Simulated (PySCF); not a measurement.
## CH$_{9}$BNSi$_{2}$: EPR calculation

System: CH$_{9}$BNSi$_{2}$, multiplicity 2, SMILES N[B][SiH2]C[SiH3].
Method: UKS B3LYP, pcH-1 on B C H N Si, non-relativistic, mean-field spin-orbit, GIAO (PySCF 2.14.0).

It belongs to a series of runs on one base structure; here: H removed from B.

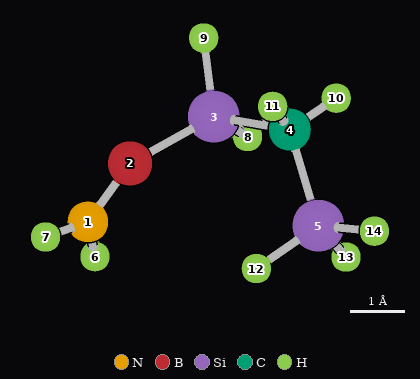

*The input geometry (ball-and-stick view, seen at a tilt; atoms are numbered from 1 in the order of the input).*

Bond lengths as drawn: B–N 1.36 Å, B–Si 1.92 Å, C–H 1.09 Å, C–Si 1.88 to 1.92 Å, H–N 1.01 Å and H–Si 1.47 to 1.49 Å.

### Input file
```
{"job": {"kind": "epr", "basis": "pcH-1"}, "charge": 0, "multiplicity": 2}
N     -2.529251    -0.347938     0.967251
B     -1.828023     0.608034     0.293870
Si    -0.631073     0.756880    -1.196083
C      1.098519     1.206380    -0.493659
Si     1.875819    -0.100151     0.620590
H     -2.548559    -1.333983     0.728531
H     -3.094864    -0.171507     1.786918
H     -0.349806    -0.362658    -2.140669
H     -1.008509     1.854869    -2.119464
H      1.770622     1.413791    -1.326115
H      1.009250     2.141200     0.060646
H      0.982345    -0.381389     1.754298
H      2.086416    -1.347851    -0.120271
H      3.166437     0.343874     1.161990
```

The first line tells a small driver script what to run in PySCF; the rest is the geometry in Å.

Launched with:
```bash
OMP_NUM_THREADS=1 python <driver script> task.json out
```

### Output
```
UKS, coarse grid
  cycle   1  E = -702.06245618  |g| = 3.68e-01
  cycle   2  E = -702.02407259  |g| = 4.54e-01
  cycle   3  E = -702.12164905  |g| = 6.14e-02
  cycle   4  E = -702.12347493  |g| = 1.97e-02
  cycle   5  E = -702.12367020  |g| = 8.39e-03
  cycle   6  E = -702.12370718  |g| = 2.73e-03
  cycle   7  E = -702.12371362  |g| = 9.27e-04
UKS, final grid
  cycle   1  E = -702.12369711  |g| = 1.01e-03
  cycle   2  E = -702.12369688  |g| = 1.32e-03
  cycle   3  E = -702.12369778  |g| = 1.79e-04
  cycle   4  E = -702.12369780  |g| = 7.57e-05
  cycle   5  E = -702.12369781  |g| = 3.45e-05
  cycle   6  E = -702.12369781  |g| = 1.00e-05
E = -702.12369781 Eh   <S^2> = 0.7531 (exact 0.7500)
g shifts (ppm)      1          2          3
  rmc           -85        -85        -85
  gc             18          4         11
  oz_so        -755       -180        225
  total        -822       -262        150
hyperfine (MHz)  atom isotope    a_iso     a_fc   dipolar eigenvalues
    0   14N      -1.28      -1.29     -3.03      0.78      2.25
    1   11B     260.20     260.28    -42.69    -38.62     81.31
    2  29Si     -63.75     -63.79    -15.02      3.64     11.38
    3   13C      -0.29      -0.29     -0.62     -0.07      0.70
    4  29Si      -0.27      -0.27     -0.35      0.04      0.31
    5    1H     107.05     107.05     -3.71     -2.41      6.11
    6    1H      71.44      71.44     -5.53     -4.33      9.86
    7    1H      94.30      94.30     -2.85     -1.01      3.87
    8    1H       1.76       1.77     -3.36     -1.76      5.12
    9    1H      -1.46      -1.46     -1.35     -0.65      1.99
   10    1H       0.12       0.12     -2.48     -1.64      4.12
   11    1H       0.22       0.22     -1.79     -1.45      3.24
   12    1H       0.00       0.00     -0.88     -0.68      1.56
   13    1H       0.24       0.24     -0.57     -0.51      1.08
```

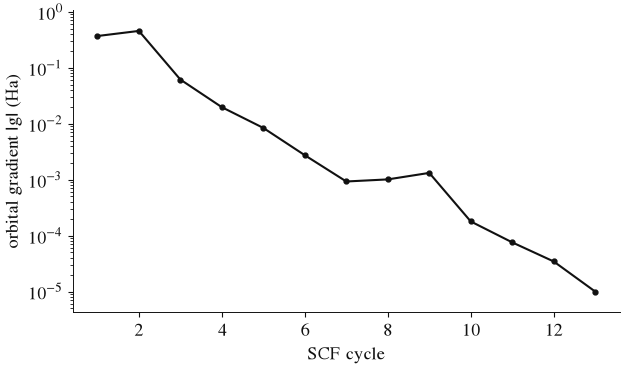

*Convergence of the self-consistent field: orbital gradient |g| against the SCF cycle.*

All cycles printed in the log are drawn one after another.

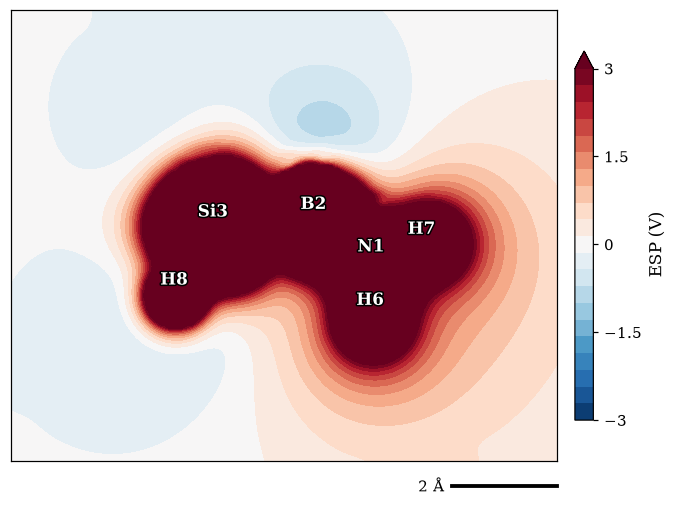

*Electrostatic potential on the plane of atoms B2, N1 and H6.*

The section cuts through N, B, Si and H sites.

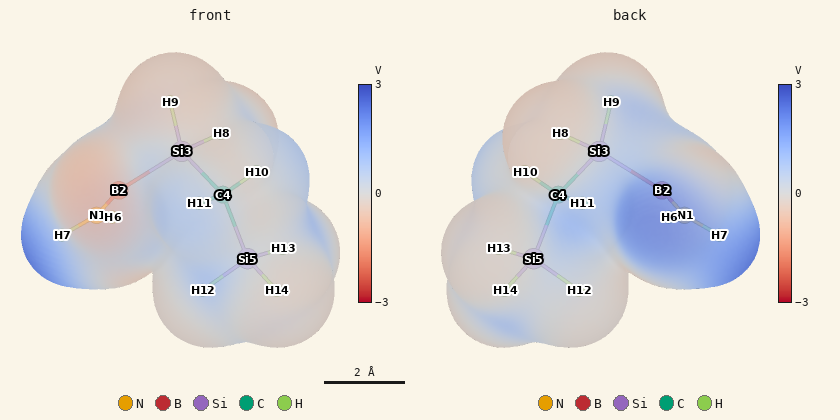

*The molecular electrostatic potential painted on the density surface at 0.002 e/bohr³, seen at a tilt and from behind; red is negative and blue positive.*

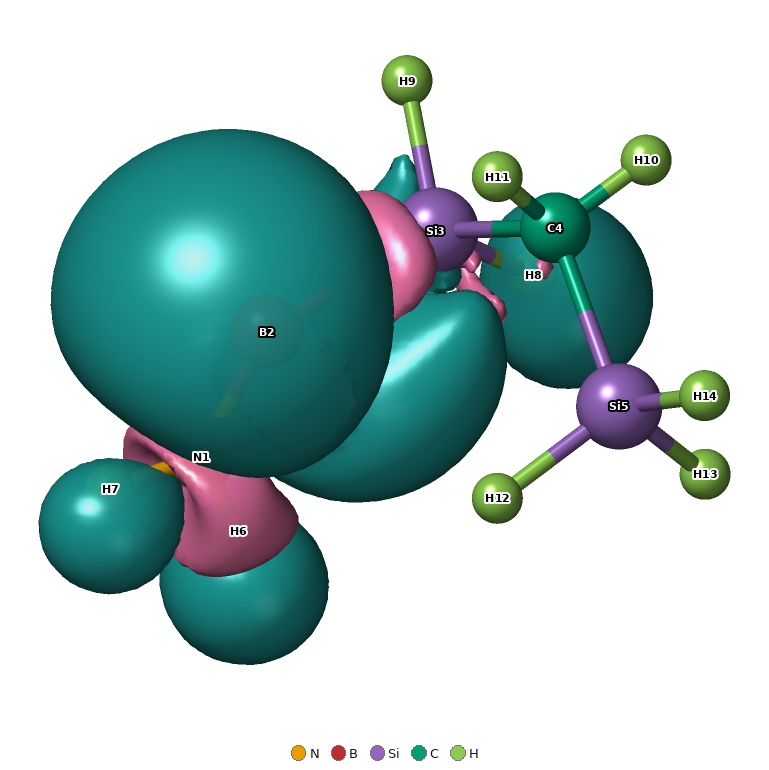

*Isosurfaces of the spin density at +0.004 (teal) and −0.004 e/Å³ (pink), seen at a tilt.*

The unpaired spin (1 electron) lies mostly on B2 (about 0.7), Si3 (about 0.1) and N1 (about 0.1), in electrons by Hirshfeld's partition.

### Summary

```csv
quantity,value
outcome,converged
total energy,−702.123698 hartree
⟨S²⟩,0.753
isotropic g,2.0020
hardware,"1 CPU thread, shared host"
wall time,45 s
peak memory,0.88 GiB
```
